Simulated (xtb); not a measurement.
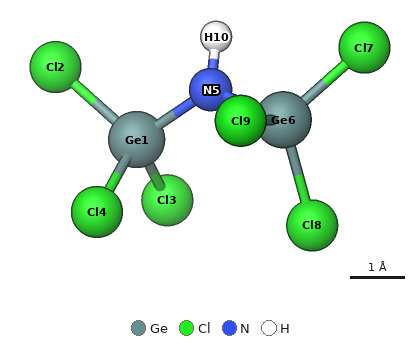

The starting structure (ball-and-stick view, seen at a tilt; atoms are numbered from 1 in the order of the input). Sticks mark near contacts. Bond lengths as drawn: Cl–Ge 2.03 to 2.18 Å, Ge–N 1.81 to 1.82 Å and H–N 1.05 Å.

**Ge2NHCl6: geometry relaxation (part 1 of 3)**

System: Ge2NHCl6 ((Cl3Ge)2NH).
Method: GFN-FF (xtb 6.7.1).

## Input (mol.coord)
```
$coord
     -0.609965798507      2.616609278463      1.521418502936  ge
      1.342253569060      4.047698872642      4.573401783252  cl
     -1.541638572470      5.468111514217     -1.170023930062  cl
     -4.006654021215      1.095115186482      2.897271402492  cl
      1.248749920414      0.022733405279      0.218093292043  n
      0.306437988369     -2.644085896315     -1.704551861674  ge
      3.416983881287     -3.830512649139     -3.596016534334  cl
     -2.679329288539     -1.503447207491     -4.092844429759  cl
     -1.046038999025     -5.539562058989      0.896334895432  cl
      3.214102884547      0.292359528741      0.377964122186  h
$end
```

Run on 1 thread of Intel Xeon @ 2.50GHz (Skylake/Cascade Lake), 189 GiB of memory available, shared host.

Launched with:
```bash
xtb mol.coord --gfnff -o loose > out.txt
```

## What the program printed
```
* xtb version 6.7.1
   ID    Z sym.   atoms
    1   32 ge     1, 6
    2   17 cl     2-4, 7-9
    3    7 n      5
    4    1 h      10

           -------------------------------------------------
          |                Calculation Setup                |
           -------------------------------------------------

          program call               : xtb mol.coord --gfnff -o loose
          coordinate file            : mol.coord
          omp threads                :                     1

          ==================== Thresholds ====================
          CN  :   150.00000
          rep :   500.00000
          disp:  2500.00000
          HB1 :   250.00000
          HB2 :   450.00000

          Pauling EN used:
          Z : 1  EN :  2.20
          Z : 7  EN :  3.04
          Z :17  EN :  3.16
          Z :32  EN :  2.01
          electric field strengths (au): 0.000

           -------------------------------------------------
          |           Force Field Initialization            |
           -------------------------------------------------

          distances ...
          ----------------------------------------
          generating topology and atomic info file ...
          pair mat ...
          computing topology distances matrix with Floyd-Warshall algo ...
          making topology EEQ charges ...
          #fragments for EEQ constrain: 1
          ----------------------------------------
          generating topology and atomic info file ...
          pair mat ...
          computing topology distances matrix with Floyd-Warshall algo ...
          making topology EEQ charges ...
          #fragments for EEQ constrain: 1
          rings ...
          # BATM   42
          # H in HB   1

  atom   neighbors  erfCN metchar sp-hybrid imet pi  qest     coordinates
    1  ge      4    3.53   0.02         3    0    0   0.314   -0.609966    2.616609    1.521419
    2  cl      1    0.98   0.00         0    0    0  -0.087    1.342254    4.047699    4.573402
    3  cl      1    0.97   0.00         0    0    0  -0.087   -1.541639    5.468112   -1.170024
    4  cl      1    0.98   0.00         0    0    0  -0.087   -4.006654    1.095115    2.897271
    5  n       3    2.78   0.00         3    0    0  -0.263    1.248750    0.022733    0.218093
    6  ge      4    3.53   0.02         3    0    0   0.314    0.306438   -2.644086   -1.704552
    7  cl      1    0.98   0.00         0    0    0  -0.087    3.416984   -3.830513   -3.596017
    8  cl      1    0.97   0.00         0    0    0  -0.087   -2.679329   -1.503447   -4.092844
    9  cl      1    0.97   0.00         0    0    0  -0.087   -1.046039   -5.539562    0.896335
   10  h       1    0.97   0.01         0    0    0   0.158    3.214103    0.292360    0.377964

          #atoms :   10
          #bonds :   9
          #angl  :   15
          #tors  :   13
          #nmol  :   1
          #optfrag :   1
           -------------------------------------------------
          |                   G F N - F F                   |
          |          A general generic force-field          |
          |                  Version 1.0.3                  |
           -------------------------------------------------
          Number of HB bonds (bound hydrogen)     90
          Number of HB bonds (unbound hydrogen)   36
          Number of XB bonds                      180

 E+G (total)                   0 d,  0 h,  0 min,  0.000 sec
 distance/D3 list               ...        0 min,  0.000 sec (  1.316%)
 non bonded repulsion           ...        0 min,  0.000 sec ( 11.805%)
 dCN                            ...        0 min,  0.000 sec (  3.754%)
 EEQ energy and q               ...        0 min,  0.000 sec (  9.341%)
 D3                             ...        0 min,  0.000 sec (  9.442%)
 EEQ gradient                   ...        0 min,  0.000 sec (  5.004%)
 bonds                          ...        0 min,  0.000 sec (  7.764%)
 bend and torsion               ...        0 min,  0.000 sec ( 11.754%)
 bonded ATM                     ...        0 min,  0.000 sec (  5.413%)
 HB/XB (incl list setup)        ...        0 min,  0.000 sec ( 26.371%)

         :::::::::::::::::::::::::::::::::::::::::::::::::::::
         ::                     SUMMARY                     ::
         :::::::::::::::::::::::::::::::::::::::::::::::::::::
         :: total energy              -0.538260490668 Eh    ::
         :: gradient norm              0.074493860461 Eh/a0 ::
         ::.................................................::
         :: bond energy               -0.579590683780 Eh    ::
         :: angle energy               0.042700702269 Eh    ::
         :: torsion energy             0.008239529837 Eh    ::
         :: repulsion energy           0.062985396295 Eh    ::
         :: electrostat energy        -0.060021975236 Eh    ::
         :: dispersion energy         -0.012292103951 Eh    ::
         :: HB energy                 -0.000107015439 Eh    ::
         :: XB energy                  0.000000000000 Eh    ::
         :: bonded atm energy         -0.000174340663 Eh    ::
         :: external energy            0.000000000000 Eh    ::
         :: add. restraining           0.000000000000 Eh    ::
         :: total charge              -0.000000000000 e     ::
         :::::::::::::::::::::::::::::::::::::::::::::::::::::

      -----------------------------------------------------------
     |                   =====================                   |
     |                        A N C O P T                        |
     |                   =====================                   |
     |               Approximate Normal Coordinate               |
     |                Rational Function Optimizer                |
      -----------------------------------------------------------
      -----------------------------------------------------------
     |                   =====================                   |
     |                        A N C O P T                        |
     |                   =====================                   |
     |               Approximate Normal Coordinate               |
     |                Rational Function Optimizer                |
      -----------------------------------------------------------

          ...................................................
          :                      SETUP                      :
          :.................................................:
          :   optimization level             loose          :
          :   max. optcycles                   200          :
          :   ANC micro-cycles                  20          :
          :   degrees of freedom                24          :
          :.................................................:
          :   RF solver                   davidson          :
          :   write xtbopt.log                true          :
          :   linear?                        false          :
          :   energy convergence         0.5000000E-04 Eh   :
          :   grad. convergence          0.4000000E-02 Eh/α :
          :   maxmium RF displ.          1.0000000          :
          :   Hlow (freq-cutoff)         0.1000000E-01      :
          :   Hmax (freq-cutoff)         5.0000000          :
          :   S6 in model hess.         20.0000000          :
          ...................................................

generating ANC from exact Hessian ...
Using GFN-FF Lindh-Hessian
 Shifting diagonal of input Hessian by    9.8658951990122472E-003
 Lowest  eigenvalues of input Hessian
    0.000000    0.000000    0.000000    0.000000    0.000000    0.000000
    0.010000    0.010138    0.013139    0.013799    0.014753    0.015886
    0.016566    0.017506    0.019092    0.021972    0.022898    0.027383
 Highest eigenvalues
    0.335730    0.417570    0.468104    0.526440    1.300608    1.363885

........................................................................
.............................. CYCLE    1 ..............................
........................................................................
     iter. time                 ...        0 min,  0.000 sec
 * total energy  :    -0.5382605 Eh     change        0.0000000E+00 Eh
   gradient norm :     0.0744939 Eh/α   predicted     0.0000000E+00 (   0.00%)
   displ. norm   :     0.4630618 α      lambda       -0.1896755E-01
   maximum displ.:     0.2954989 α      in ANC's #9, #4, #16, ...

........................................................................
.............................. CYCLE    2 ..............................
........................................................................
     iter. time                 ...        0 min,  0.000 sec
 * total energy  :    -0.5494273 Eh     change       -0.1116679E-01 Eh
   gradient norm :     0.0295410 Eh/α   predicted    -0.1151734E-01 (   3.14%)
   displ. norm   :     0.4091910 α      lambda       -0.5385848E-02
   maximum displ.:     0.2034518 α      in ANC's #8, #11, #6, ...

........................................................................
.............................. CYCLE    3 ..............................
........................................................................
     iter. time                 ...        0 min,  0.000 sec
 * total energy  :    -0.5516924 Eh     change       -0.2265150E-02 Eh
   gradient norm :     0.0225119 Eh/α   predicted    -0.3143814E-02 (  38.79%)
   displ. norm   :     0.2273259 α      lambda       -0.2022447E-02
   maximum displ.:     0.1078936 α      in ANC's #3, #9, #11, ...

........................................................................
.............................. CYCLE    4 ..............................
........................................................................
     iter. time                 ...        0 min,  0.000 sec
 * total energy  :    -0.5530132 Eh     change       -0.1320740E-02 Eh
   gradient norm :     0.0148218 Eh/α   predicted    -0.1063480E-02 ( -19.48%)
   displ. norm   :     0.2719689 α      lambda       -0.1127773E-02
   maximum displ.:     0.2237295 α      in ANC's #3, #9, #4, ...

........................................................................
.............................. CYCLE    5 ..............................
........................................................................
     iter. time                 ...        0 min,  0.000 sec
 * total energy  :    -0.5534303 Eh     change       -0.4171243E-03 Eh
   gradient norm :     0.0325623 Eh/α   predicted    -0.6055975E-03 (  45.18%)
   displ. norm   :     0.1257451 α      lambda       -0.1143147E-02
   maximum displ.:     0.0868989 α      in ANC's #2, #7, #4, ...

........................................................................
.............................. CYCLE    6 ..............................
........................................................................
     iter. time                 ...        0 min,  0.000 sec
 * total energy  :    -0.5540904 Eh     change       -0.6601422E-03 Eh
   gradient norm :     0.0109252 Eh/α   predicted    -0.5806120E-03 ( -12.05%)
   displ. norm   :     0.2306897 α      lambda       -0.8171998E-03
   maximum displ.:     0.1511208 α      in ANC's #3, #2, #1, ...
```
